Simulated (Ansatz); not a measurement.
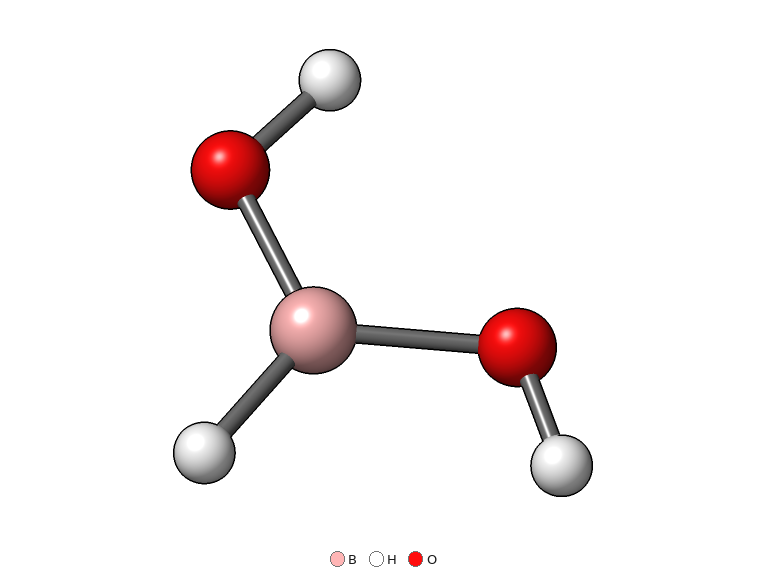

Harmonic vibrations computed with RKS PBE0-D4/def2-TZVP (Ansatz 0.2.0) at a stationary point of the same level.

> Is this a minimum or a saddle point?

A minimum: no imaginary frequency, and the lowest mode lies at 476 cm⁻¹.

> How many vibrational modes are there, and where do they lie?

12 modes: 476, 531, 636, 927, 966, 1008, 1113, 1249, 1467, 2627, 3854, 3916 cm⁻¹.
